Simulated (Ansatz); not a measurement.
# H4SSn···H2O: what the fields show

Input file:

```
crystal:
  periodic: [false, false, false]
  atoms:
    - { symbol: Sn, position_ang: [-0.5218, 0.2129, -0.9898] }
    - { symbol: O, position_ang: [0.7874, 1.0028, 0.8583] }
    - { symbol: H, position_ang: [0.3542, -0.769, -2.0774] }
    - { symbol: H, position_ang: [-0.2896, 1.8124, -1.5257] }
    - { symbol: H, position_ang: [-2.2116, 0.0086, -0.8462] }
    - { symbol: H, position_ang: [0.6026, -0.112, 1.441] }
    - { symbol: S, position_ang: [-0.1599, -1.6971, 1.0982] }
    - { symbol: H, position_ang: [0.4545, 1.6873, 1.4374] }
    - { symbol: H, position_ang: [0.9842, -2.146, 0.6041] }
basis:
  gaussian: { orbitals: def2-SVP }
hamiltonian:
  xc: b3lyp
relax:
  f_tol: 0.15
  max_steps: 25
  restrain:
    - { distance: [0, 6], at: 2.44, k: 30.0 }
    - { distance: [5, 1], at: 0.97, k: 30.0 }
    - { distance: [0, 1], at: 3.35, k: 30.0 }
    - { distance: [5, 6], at: 2.66, k: 30.0 }
output:
  orbitals: {}
```

Command:

```sh
ansatz run input.yaml --threads 2 --pin off --max-ram 3072MiB --backend cpu --events-out ev --progress --plain --runs-dir out
```

The fields are those of the run's last geometry, not of the input's.

Core potentials replace the inner electrons of Sn.

These are results of RKS B3LYP/def2-SVP in Ansatz, not measurements.

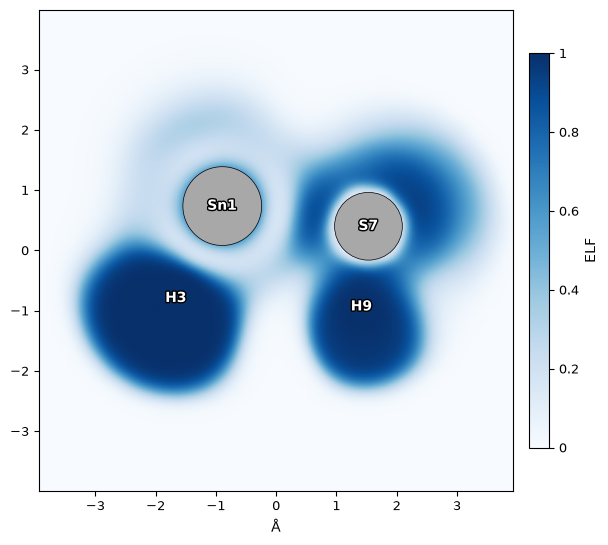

Figure 1. ELF on the plane of atoms H3, Sn1 and S7. Grey discs cover the atomic cores.

**What do the fields say about this system?**

Atoms in the plane: Sn, H and S.
Sn–S (2.45 Å): the ELF peaks at about 0.85 in the valence shell of S, 0.9 Å from its nucleus, and drops to about 0.15 between the two atoms.
S–H (1.35 Å): the ELF climbs to about 1 towards the hydrogen, as it does in any bond to H.
Sn–H (1.71 Å): the ELF climbs to about 1 towards the hydrogen.
The ELF also peaks beside S7, away from the bonds: lone-pair regions.

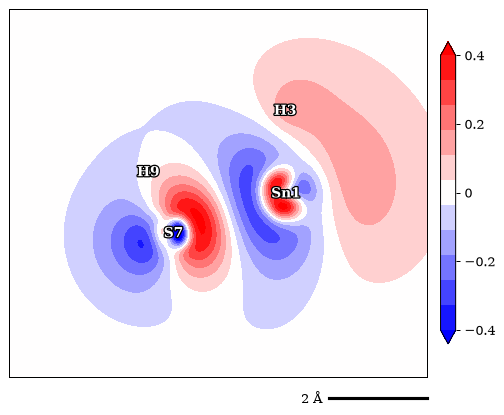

Figure 2. The LUMO on the plane of atoms Sn1, S7 and H9 (values in Å⁻³ᐟ²; the overall sign is arbitrary).

**Describe this orbital and give its energy.**

By Hirshfeld shares it lies mainly on Sn1 (about 50 %) and S7 (about 30 %). Its energy is −0.65 eV.

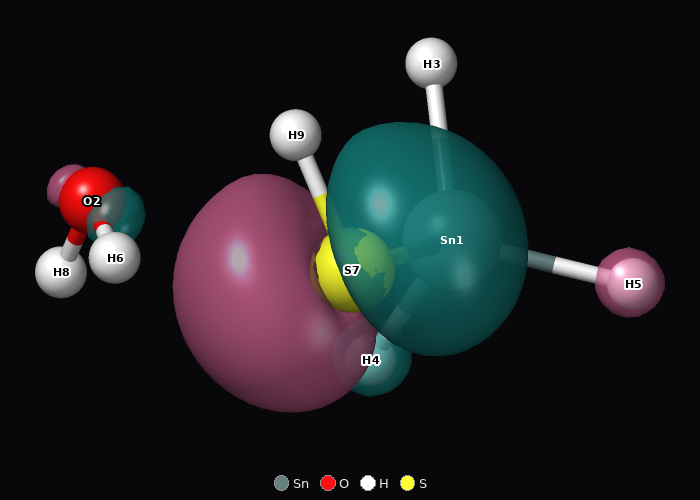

Figure 3. The HOMO at ±0.15 Å⁻³ᐟ² (teal and pink are the two phases), seen from one side.

**What is the character of this orbital?**

It lies mainly on S7 (about 80 %) and Sn1 (about 5 %); largely a lone pair of S7. Its energy is −6.94 eV.
